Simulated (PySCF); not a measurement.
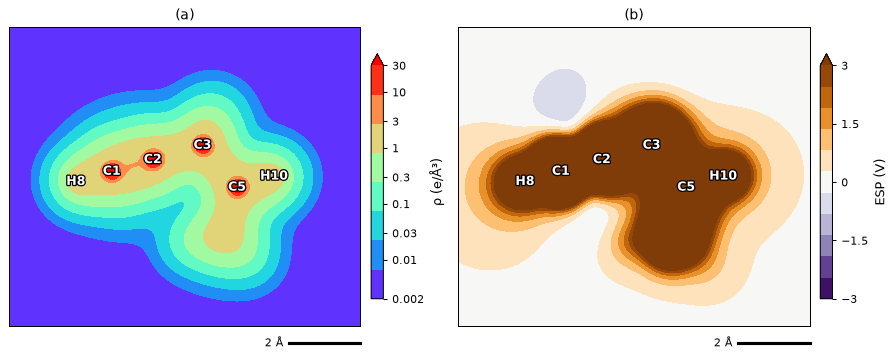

The picture shows: C₅H₅FO. (a) total electron density; (b) molecular electrostatic potential on the plane of atoms C2, C3 and C5.

Geometry: GFN2-xTB.

Level of theory: PySCF 2.14.0, PBE0/def2-SVPD, SCF density, gas phase.

| atom | x (Å) | y (Å) | z (Å) |
| --- | --- | --- | --- |
| C | 2.3336 | 0.6225 | 0.5442 |
| C | 1.4229 | -0.0438 | 0.1467 |
| C | 0.3208 | -0.8747 | -0.3019 |
| F | 0.3956 | -2.1287 | 0.2877 |
| C | -1.0486 | -0.2943 | 0.0314 |
| C | -1.2423 | 0.6955 | 1.0927 |
| O | -1.2825 | 1.0447 | -0.2622 |
| H | 3.1350 | 1.2169 | 0.8690 |
| H | 0.3998 | -1.0440 | -1.3870 |
| H | -1.8623 | -0.9795 | -0.2002 |
| H | -2.1901 | 0.7311 | 1.6167 |
| H | -0.3807 | 1.0535 | 1.6432 |

What does the map show?

Atoms in the plane: C and H. C–C (1.20 Å): ρ at the midpoint is about 2.7 e/Å³. C–H (1.05 Å): the density is about 2.1 e/Å³ at the midpoint. Outside the dense part of the molecule the potential is most negative (−0.6 V) near C1.
